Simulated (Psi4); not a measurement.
# PBE/def2-SV(P) (sweep point 1) run of HOF (SMILES OF)

Aim: the energy change on altering one bond length of HOF at PBE/def2-SV(P) (sweep point 1), from 2 runs. 

The calculation is run with Psi4 1.11.

### 1 Starting point

HOF: 3 atoms, total charge 0, spin state singlet. SMILES: `OF`. The coordinates come from a PBE0-D4/def2-TZVP relaxation.

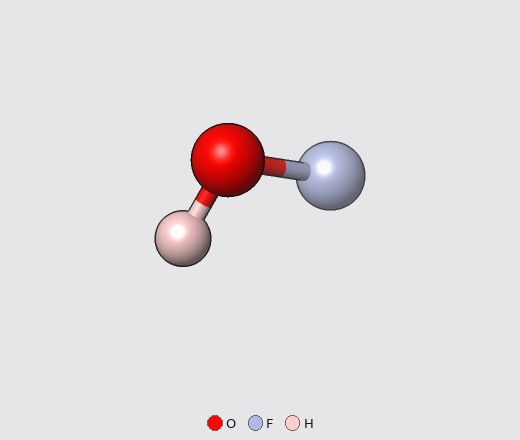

The structure, seen from a chosen angle (oxygen red, fluorine light blue, hydrogen pink).

### 2 The energy at PBE/def2-SV(P) (sweep point 1)

input.inp reads:

```
memory 1600 MB

molecule geom {
  O      0.430590    -0.210340     0.216330
  F     -0.221910     1.014620    -0.010980
  H     -0.208690    -0.804280    -0.205350
  units angstrom
  symmetry c1
}

set {
  basis def2-SV(P)
  puream true
  scf_type pk
  dft_radial_points 99
  dft_spherical_points 590
}

result, w = energy("pbe", return_wfn=True)
```

Run with:

```bash
$ psi4 -i input.inp -o input.out -n 1
```

input.out:

```text
[...]
  Running in c1 symmetry.
[...]
  Nuclear repulsion =   34.062701107921029
[...]
  Multiplicity = 1
[...]
  Nalpha       = 9
  Nbeta        = 9
[...]
    Number of basis functions: 30
[...]
   @RKS iter   1:  -175.15526092696928   -1.91525e-01   1.35744e-02 ADIIS/DIIS
[...]
   @RKS iter   8:  -175.21627304511367   -1.89911e-09   2.77099e-07 DIIS
[...]
    Orbital Energies [Eh]
    ---------------------
    Doubly Occupied:
       1A    -24.287601     2A    -18.840341     3A     -1.131157
       4A     -0.860109     5A     -0.515779     6A     -0.429724
       7A     -0.392717     8A     -0.306719     9A     -0.239829
[...]
  @RKS Final Energy:  -175.21627304511367
   => Energetics <=
    Nuclear Repulsion Energy =             34.0627011079210291
    One-Electron Energy =                -310.8796819273152892
    Two-Electron Energy =                 120.7632704303610183
    DFT Exchange-Correlation Energy =     -19.1625626560804534
    Empirical Dispersion Energy =           0.0000000000000000
    VV10 Nonlocal Energy =                  0.0000000000000000
    Total Energy =                       -175.2162730451136667
[...]
 Multipole Moments:
 ------------------------------------------------------------------------------------
     Multipole            Electronic (a.u.)      Nuclear  (a.u.)        Total (a.u.)
 ------------------------------------------------------------------------------------
 L = 1.  Multiply by 2.5417464519 to convert [e a0] to [Debye]
 Dipole X            :         -0.3967331           -0.0741923           -0.4709254
 Dipole Y            :          1.1043930           -1.7197104           -0.6153174
 Dipole Z            :          0.0000000            0.0000000            0.0000000
 Magnitude           :                                                    0.7748459
[...]
```

It took 6 s on 1 thread of Intel Xeon at 2.70GHz, shared host; peak memory 0.35 GiB.

### 3 The distorted shape

input.inp reads:

```
memory 1600 MB

molecule molecule1 {
  0 1
  O      0.561101    -0.455352     0.261796
  F     -0.221910     1.014620    -0.010980
  H     -0.078179    -1.049292    -0.159884
  units angstrom
  symmetry c1
}

set {
  basis def2-SV(P)
  puream true
  scf_type pk
  dft_radial_points 99
  dft_spherical_points 590
}

E = energy("pbe")
print_variables()
```

Run with:

```bash
$ psi4 -i input.inp -o input.out -n 1
```

input.out:

```text
[...]
  Running in c1 symmetry.
[...]
  Nuclear repulsion =   29.239759486036043
[...]
  Multiplicity = 1
[...]
  Nalpha       = 9
  Nbeta        = 9
[...]
    Number of basis functions: 30
[...]
   @RKS iter   1:  -175.13082535276305   -3.80988e-01   1.35377e-02 ADIIS/DIIS
[...]
   @RKS iter   8:  -175.19422528285162   -3.75962e-09   5.11328e-07 DIIS
[...]
    Orbital Energies [Eh]
    ---------------------
    Doubly Occupied:
       1A    -24.287862     2A    -18.861934     3A     -1.040885
       4A     -0.901827     5A     -0.471836     6A     -0.408476
       7A     -0.349892     8A     -0.320042     9A     -0.272507
[...]
  @RKS Final Energy:  -175.19422528285162
   => Energetics <=
    Nuclear Repulsion Energy =             29.2397594860360428
    One-Electron Energy =                -301.4306774002820930
    Two-Electron Energy =                 116.0596563225030025
    DFT Exchange-Correlation Energy =     -19.0629636911085996
    Empirical Dispersion Energy =           0.0000000000000000
    VV10 Nonlocal Energy =                  0.0000000000000000
    Total Energy =                       -175.1942252828516189
[...]
 Multipole Moments:
 ------------------------------------------------------------------------------------
     Multipole            Electronic (a.u.)      Nuclear  (a.u.)        Total (a.u.)
 ------------------------------------------------------------------------------------
 L = 1.  Multiply by 2.5417464519 to convert [e a0] to [Debye]
 Dipole X            :         -0.4561316            0.0541668           -0.4019648
 Dipole Y            :          1.2003098           -1.9517860           -0.7514762
 Dipole Z            :         -0.0000000           -0.0000000           -0.0000000
 Magnitude           :                                                    0.8522278
[...]
```

Wall time 6.9 s (1 thread of Intel Xeon at 2.70GHz, shared host); peak memory 0.35 GiB.

### 4 Outcome

Level: PBE/def2-SV(P) (sweep point 1).

| quantity | value |
| --- | --- |
| first shape: total energy | -175.21627 Eh |
| first shape: dipole moment | 1.97 D |
| first shape: HOMO energy | -6.53 eV |
| first shape: LUMO energy | -2.07 eV |
| first shape: HOMO–LUMO gap | 4.46 eV |
| distorted shape: total energy | -175.19423 Eh |
| distorted shape: dipole moment | 2.17 D |
| distorted shape: HOMO energy | -7.42 eV |
| distorted shape: LUMO energy | -5.76 eV |
| distorted shape: HOMO–LUMO gap | 1.66 eV |
| energy change with the O1–F2 bond stretched from 1.406 to 1.688 Å | 0.600 eV |

What this shows: With the O1–F2 bond stretched from 1.406 to 1.688 Å the energy rises by 0.60 eV (13.8 kcal/mol). The first shape isn't relaxed at this level, so the change isn't measured from a minimum.
